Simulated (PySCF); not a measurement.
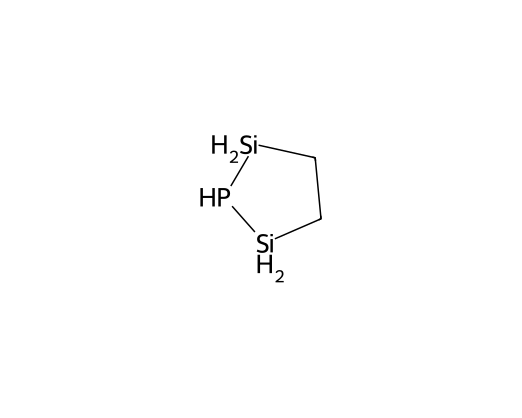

Source: calculation with PySCF.

A structural formula.

Question: Write the SMILES.

Answer: C1C[SiH2]P[SiH2]1

Question: Give the formula, hydrogens included.

Answer: C2H9PSi2.
